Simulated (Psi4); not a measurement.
# CH2FNOSi (SMILES O=C=N[SiH2]F) at M06-2X/cc-pVDZ

What is the energy change on altering one bond length of CH2FNOSi at M06-2X/cc-pVDZ? 

The calculation is run with Psi4 1.11.

2 further runs of the same task are left out: 2 set aside as unsound or not needed.

## 1. Starting point

The species is CH2FNOSi (7 atoms), meant as a singlet with charge 0. SMILES: `O=C=N[SiH2]F`. The coordinates come from a PBE0-D4/def2-TZVP relaxation. This is one conformer, not always the lowest.

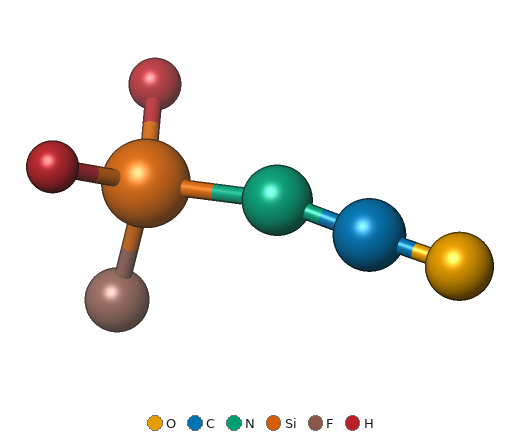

The structure, seen from a chosen angle (oxygen amber, carbon blue, nitrogen teal, silicon orange, fluorine brown, hydrogen red).

## 2. Energy and gradient at M06-2X/cc-pVDZ

run.py reads:

```python
import psi4

psi4.set_memory(2200000000)
psi4.set_num_threads(1)
psi4.set_output_file('psi4.out', False)

mol = psi4.geometry("""
0 1
O     -0.573800    -2.908000    -0.552000
C     -0.306900    -1.816900    -0.256100
N     -0.019000    -0.706200     0.076100
Si     0.212100     0.968300     0.188900
F     -0.420200     1.671000    -1.091000
H     -0.490300     1.470300     1.384800
H      1.659300     1.253600     0.203700
symmetry c1
no_reorient
no_com
""")

psi4.set_options({
    'puream': True,
    'e_convergence': 1e-09,
    'd_convergence': 1e-08,
    'scf_type': 'pk',
    'dft_radial_points': 99,
    'dft_spherical_points': 590,
})

E = psi4.gradient("m06-2x/cc-pVDZ")
print('gradient / Eh bohr^-1')
print(E.np.round(6))
```

The run is started by

```bash
$ python run.py
```

psi4.out:

```text
[...]
  Running in c1 symmetry.
[...]
  Nuclear repulsion =  204.922898825379804
[...]
  Multiplicity = 1
[...]
  Nalpha       = 23
  Nbeta        = 23
[...]
    Number of basis functions: 84
[...]
   @RKS iter   1:  -558.46601676170076   -5.33396e-01   7.32894e-03 ADIIS/DIIS
[...]
   @RKS iter  11:  -558.60648097238311   -9.09495e-12   8.27287e-09 DIIS
[...]
    Orbital Energies [Eh]
    ---------------------
    Doubly Occupied:
       1A    -67.110160     2A    -25.258121     3A    -19.695667
       4A    -14.785227     5A    -10.710611     6A     -5.633763
       7A     -3.944516     8A     -3.942328     9A     -3.940383
      10A     -1.342707    11A     -1.244558    12A     -1.055800
      13A     -0.729628    14A     -0.614962    15A     -0.592547
      16A     -0.564965    17A     -0.563078    18A     -0.545119
      19A     -0.540569    20A     -0.485903    21A     -0.433704
      22A     -0.385240    23A     -0.367667
[...]
  @RKS Final Energy:  -558.60648097238311
   => Energetics <=
    Nuclear Repulsion Energy =            204.9228988253798036
    One-Electron Energy =               -1177.2298482421867902
    Two-Electron Energy =                 439.0713085575882815
    DFT Exchange-Correlation Energy =     -25.3708401131643519
    Empirical Dispersion Energy =           0.0000000000000000
    VV10 Nonlocal Energy =                  0.0000000000000000
    Total Energy =                       -558.6064809723831104
[...]
 Multipole Moments:
 ------------------------------------------------------------------------------------
     Multipole            Electronic (a.u.)      Nuclear  (a.u.)        Total (a.u.)
 ------------------------------------------------------------------------------------
 L = 1.  Multiply by 2.5417464519 to convert [e a0] to [Debye]
 Dipole X            :         12.0389546          -11.7317977            0.3071569
 Dipole Y            :         15.1074587          -14.7203996            0.3870591
 Dipole Z            :         21.2874154          -20.7979478            0.4894676
 Magnitude           :                                                    0.6955132
[...]
  -Total Gradient:
     Atom            X                  Y                   Z
    ------   -----------------  -----------------  -----------------
       1        0.001969955613     0.008436370572     0.002111653201
       2        0.001595601716     0.005362426924     0.001989300618
       3       -0.001092733209     0.002176847344    -0.002546101498
       4       -0.015856096519    -0.000154899265    -0.028741072362
       5        0.013805226678    -0.015091851482     0.027887038821
       6        0.000696035718    -0.000474987394    -0.000918586652
       7       -0.001166264148    -0.000279854809     0.000121974416
[...]
```

Standard output:

```text
gradient / Eh bohr^-1
[[ 0.00197   0.008436  0.002112]
 [ 0.001596  0.005362  0.001989]
 [-0.001093  0.002177 -0.002546]
 [-0.015856 -0.000155 -0.028741]
 [ 0.013805 -0.015092  0.027887]
 [ 0.000696 -0.000475 -0.000919]
 [-0.001166 -0.00028   0.000122]]
```

Run time: 68 s. Hardware: 1 thread of Intel Xeon Platinum 8259CL at 2.50GHz (Skylake/Cascade Lake), shared host; peak memory 1.4 GiB.

## 3. The distorted shape, same level

ch2fnosi.xyz reads:

```xyz
7
CH2FNOSi
O     -0.707253    -3.453564    -0.699954
C     -0.306900    -1.816900    -0.256100
N     -0.019000    -0.706200     0.076100
Si     0.212100     0.968300     0.188900
F     -0.420200     1.671000    -1.091000
H     -0.490300     1.470300     1.384800
H      1.659300     1.253600     0.203700
```

ch2fnosi.py reads:

```python
import psi4

psi4.set_memory(2200000000)
psi4.set_num_threads(1)
psi4.core.set_output_file('run.log', False)

with open('ch2fnosi.xyz') as f:
    atoms = ''.join(f.readlines()[2:])
geom = psi4.geometry('0 1\n' + atoms + 'symmetry c1\nno_reorient\nno_com')

options = {'basis': 'cc-pVDZ', 'reference': 'rks', 'puream': True, 'e_convergence': 1e-09, 'd_convergence': 1e-08, 'scf_type': 'pk', 'dft_radial_points': 99, 'dft_spherical_points': 590}
psi4.set_options(options)

e_tot, wfn = psi4.gradient('M06-2X', molecule=geom, return_wfn=True)
psi4.oeprop(wfn, 'WIBERG_LOWDIN_INDICES', 'DIPOLE', 'QUADRUPOLE', title='M06-2X')
print('gradient / Eh bohr^-1')
print(e_tot.np.round(6))
print(f'energy = {wfn.energy():.10f} Eh')
for k, v in sorted(psi4.core.scalar_variables().items()):
    print(f'{k:45s} {v:18.10f}')
```

The run is started by

```bash
$ python ch2fnosi.py
```

run.log:

```text
[...]
  Running in c1 symmetry.
[...]
  Nuclear repulsion =  192.249728400742271
[...]
  Multiplicity = 1
[...]
  Nalpha       = 23
  Nbeta        = 23
[...]
    Number of basis functions: 84
[...]
   @RKS iter   1:  -558.18608343441917   -9.54962e-01   8.57236e-03 ADIIS/DIIS
[...]
   @RKS iter  14:  -558.41486957086056   -5.91172e-12   3.55393e-09 DIIS
[...]
    Orbital Energies [Eh]
    ---------------------
    Doubly Occupied:
       1A    -67.141976     2A    -25.285710     3A    -19.664711
       4A    -14.848575     5A    -10.733950     6A     -5.667075
       7A     -3.977731     8A     -3.975703     9A     -3.973235
      10A     -1.369458    11A     -1.109133    12A     -0.995709
      13A     -0.777547    14A     -0.639458    15A     -0.579247
      16A     -0.578117    17A     -0.524632    18A     -0.516485
      19A     -0.504269    20A     -0.488236    21A     -0.435969
      22A     -0.340956    23A     -0.340173
[...]
  @RKS Final Energy:  -558.41486957086056
   => Energetics <=
    Nuclear Repulsion Energy =            192.2497284007422707
    One-Electron Energy =               -1151.6747383020024245
    Two-Electron Energy =                 426.2558214623412027
    DFT Exchange-Correlation Energy =     -25.2456811319414811
    Empirical Dispersion Energy =           0.0000000000000000
    VV10 Nonlocal Energy =                  0.0000000000000000
    Total Energy =                       -558.4148695708605601
[...]
  -Total Gradient:
     Atom            X                  Y                   Z
    ------   -----------------  -----------------  -----------------
       1       -0.037470685044    -0.152652563318    -0.041637473875
       2        0.025634932333     0.110685516905     0.027249614618
       3        0.018420450468     0.079495821749     0.019563030924
       4       -0.020015500250    -0.033173074145    -0.030334125299
       5        0.012918608088    -0.009870585546     0.025308735025
       6        0.000956641794     0.002604124014    -0.000495992008
       7       -0.000470071838     0.002781054491     0.000309839461
[...]
 Multipole Moments:
 ------------------------------------------------------------------------------------
     Multipole            Electronic (a.u.)      Nuclear  (a.u.)        Total (a.u.)
 ------------------------------------------------------------------------------------
 L = 1.  Multiply by 2.5417464519 to convert [e a0] to [Debye]
 Dipole X            :         14.3603992          -13.7493147            0.6110845
 Dipole Y            :         24.6531723          -22.9681320            1.6850403
 Dipole Z            :         23.8493987          -23.0346881            0.8147106
 Magnitude           :                                                    1.9688927
 L = 2.  Multiply by 1.3450342976 to convert [e a0^2] to [Debye ang]
 Quadrupole XX       :        -60.7659211           34.9317983          -25.8341228
 Quadrupole XY       :        -76.1730044           74.6174170           -1.5555875
[...]
```

The script printed:

```text
gradient / Eh bohr^-1
[[-0.037471 -0.152653 -0.041637]
 [ 0.025635  0.110686  0.02725 ]
 [ 0.01842   0.079496  0.019563]
 [-0.020016 -0.033173 -0.030334]
 [ 0.012919 -0.009871  0.025309]
 [ 0.000957  0.002604 -0.000496]
 [-0.00047   0.002781  0.00031 ]]
energy = -558.4148695709 Eh
CURRENT ENERGY                                   -558.4148695709
CURRENT REFERENCE ENERGY                         -558.4148695709
DD SOLVATION ENERGY                                 0.0000000000
DFT FUNCTIONAL TOTAL ENERGY                      -558.4148695709
DFT TOTAL ENERGY                                 -558.4148695709
DFT VV10 ENERGY                                     0.0000000000
DFT XC ENERGY                                     -25.2456811319
GRID ELECTRONS ALPHA                               22.9999998375
GRID ELECTRONS BETA                                22.9999998375
GRID ELECTRONS TOTAL                               45.9999996749
NUCLEAR REPULSION ENERGY                          192.2497284007
ONE-ELECTRON ENERGY                             -1151.6747383020
PCM POLARIZATION ENERGY                             0.0000000000
PE ENERGY                                           0.0000000000
SCF ITERATION ENERGY                             -558.4148695709
SCF ITERATIONS                                     14.0000000000
SCF TOTAL ENERGY                                 -558.4148695709
TWO-ELECTRON ENERGY                               426.2558214623
XC GRID RADIAL POINTS                              99.0000000000
XC GRID SPHERICAL POINTS                          590.0000000000
XC GRID TOTAL POINTS                           390361.0000000000
```

Run time: 85 s. Hardware: 1 thread of Intel Xeon Platinum 8259CL at 2.50GHz (Skylake/Cascade Lake), shared host; peak memory 1.3 GiB.

## 4. Results

At M06-2X/cc-pVDZ:

```
                                                         quantity          value
                                        first shape: total energy  -558.60648 Eh
                                       first shape: dipole moment         1.77 D
                                         first shape: HOMO energy      -10.00 eV
                                         first shape: LUMO energy        1.03 eV
                                       first shape: HOMO–LUMO gap       11.03 eV
                            first shape: largest force on an atom     1.778 eV/Å
                                    distorted shape: total energy  -558.41487 Eh
                                   distorted shape: dipole moment         5.00 D
                                     distorted shape: HOMO energy       -9.26 eV
                                     distorted shape: LUMO energy       -0.75 eV
                                   distorted shape: HOMO–LUMO gap        8.50 eV
                        distorted shape: largest force on an atom     8.362 eV/Å
energy change with the O1–C2 bond stretched from 1.162 to 1.742 Å       5.214 eV
```

**Reading.** With the O1–C2 bond stretched from 1.162 to 1.742 Å the energy rises by 5.21 eV (503 kJ/mol). The first shape isn't relaxed at this level, so the change isn't measured from a minimum. The largest force (first shape) is 1.78 eV/Å: the shape isn't a stationary point for this species at this level.
